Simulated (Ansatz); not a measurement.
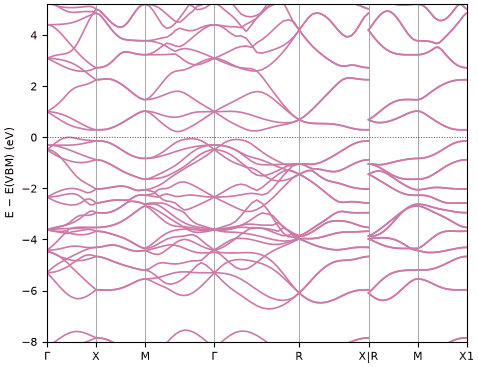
Fig. 1. Band structure from DFT-PBE in the program Ansatz with PAW potentials

The gap is 0.22 eV; an edge lies off the plotted path or next to a special point (maximum on the Γ–X line, 45 % of the way from Γ, minimum off the standard path).

The material is SiRu in space group P2_13 (No. 198; Si on 4a, Ru on 4a).

The cell was relaxed with PBE under the symmetry of its start. No spin polarisation was allowed. Scalar-relativistic: spin–orbit coupling is off unless named, which matters more the heavier the elements.

Potentials: the earlier of the program's two PAW sets.
